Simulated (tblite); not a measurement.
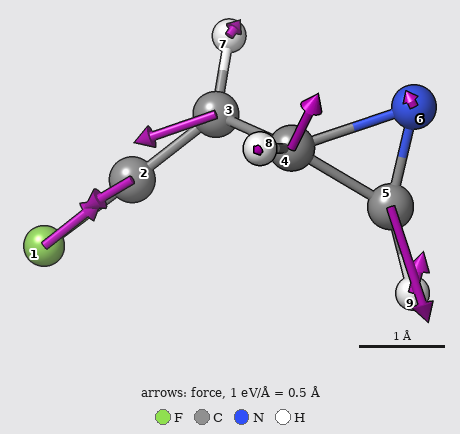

Starting geometry of C$_{4}$H$_{3}$FN (multiplicity 2) with the computed forces as purple arrows. The picture is a ball-and-stick view, seen at a tilt.

The calculation used GFN2-xTB geometry optimisation, gas phase in tblite 0.8.0. 

Question: Is this structure relaxed? If not, where do the atoms go?

Answer: It isn't relaxed: the largest force vector, on C5, is 2.96 eV/Å. The final displacements have little in common with the starting forces (cosine between the two patterns 0.12). Over 77 geometry steps the energy falls by 17.8 kcal/mol. The atom that moves furthest after the best rigid fit is F1 (1.06 Å). Largest moves by element: F 1.06 Å, H 0.89 Å, N 0.58 Å, C 0.51 Å. Among the contacts that change: C4–C5 1.413 → 1.454 Å, C4–N6 1.542 → 1.503 Å, C5–H9 1.095 → 1.063 Å, C3–C4 1.464 → 1.493 Å. Bond angles that change, for instance: F1–C2–C3 178.7° → 131.3°, C4–C5–H9 136.4° → 148.1°, N6–C5–H9 152.8° → 144.9°. Groups turn about C3–C4 by about 60°. The run took 0.48 s on 1 thread of Intel(R) Xeon(R) Platinum 8259CL CPU @ 2.50GHz, on a shared host.
